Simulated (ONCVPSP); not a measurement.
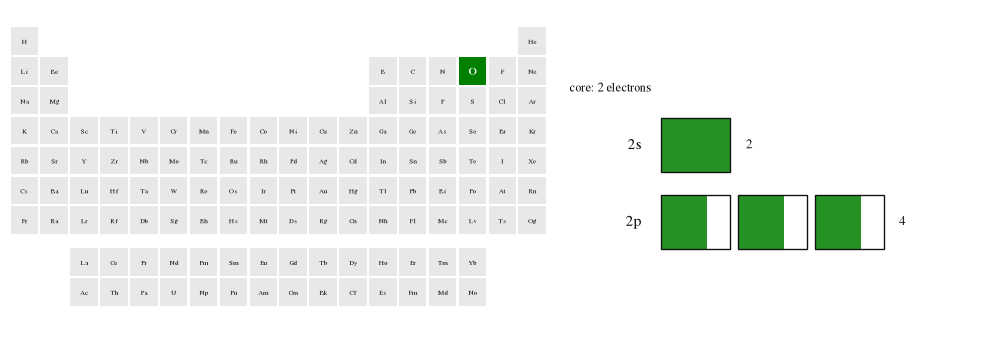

Left, the place of oxygen in the periodic table; right, the valence shells of the reference configuration: a box for each of the 2l + 1 orbitals, shaded by the share of the shell that is filled, with the electron count at the right. The shells are those of the unaltered input.

# Pseudopotential generation for O

- system: oxygen (O, Z = 8), core [He], reference valence 2s2 2p4, valence charge 6. (This line and the method describe the unaltered input from which the odd one was made.)
- method: ONCV potential, PBE, non-relativistic, made with ONCVPSP 4.0.1

Input:
```
# ATOM AND REFERENCE CONFIGURATION
# atsym  z   nc   nv     iexc    psfile
  O 8.00    1    2        4      upf
#
#   n    l    f
    1    0    2.00
    2    0    2.00
    2    1    4.00
#
# PSEUDOPOTENTIAL AND OPTIMIZATION
# lmax
    1
#
#   l,   rc,      ep,       ncon, nbas, qcut
    0    0.75    0.00    4    7   10.90
    1    1.25    0.00    5    9   11.00
#
# LOCAL POTENTIAL
# lloc, lpopt,  rc(5),   dvloc0
    4    3    0.55    0.00
#
# VANDERBILT-KLEINMAN-BYLANDER PROJECTORs
# l, nproj, debl
    0    2    1.60
    1    2    0.50
#
# MODEL CORE CHARGE
# icmod, fcfact, rcfact
    3    0.00    0.00
#
# LOG DERIVATIVE ANALYSIS
# epsh1, epsh2, depsh
   -2.00    5.00    0.02
#
# OUTPUT GRID
# rlmax, drl
    6.00    0.01
#
# TEST CONFIGURATIONS
# ncnf
    4
# nvcnf
#   n    l    f
    2
    2    0    2.00
    2    1    3.00
#
    2
    2    0    2.00
    2    1    2.00
#
    2
    2    0    2.00
    2    1    1.00
#
    2
    2    0    0.00
    2    1    6.00
#
```

The log's header says scalar-relativistic, as this program prints it for non-relativistic runs too.

Hardware: 1 CPU thread, shared host.

Run as:
```bash
oncvpspnr.x < O.dat > O.out
```

The program's output (extracts):
```
ONCVPSP  (Optimized Norm-Conservinng Vanderbilt PSeudopotential)
scalar-relativistic version 4.0.1

ONCVPSP  (Optimized Norm-Conservinng Vanderbilt PSeudopotential)
scalar-relativistic version 4.0.1 03/01/2019

While it is not required under the terms of the GNU GPL, it is
suggested that you cite D. R. Hamann, Phys. Rev. B 88, 085117 (2013)
in any publication utilizing these pseudopotentials.

test_data: must have fcfact>0.0 for icmod= 1 or 3
test_data: must have rcfact>0.0 for icmod= 3
ERROR: test_data found   2 ERROR; stopping
```

Outcome:

| quantity | value |
| --- | --- |
| outcome | refused by the program |

What went wrong:

The input is odd on purpose: model core set to icmod 3, fcfact 0.00, rcfact 0.00. The generator stopped with the message “test_data: must have fcfact>0.0 for icmod= 1 or 3”.
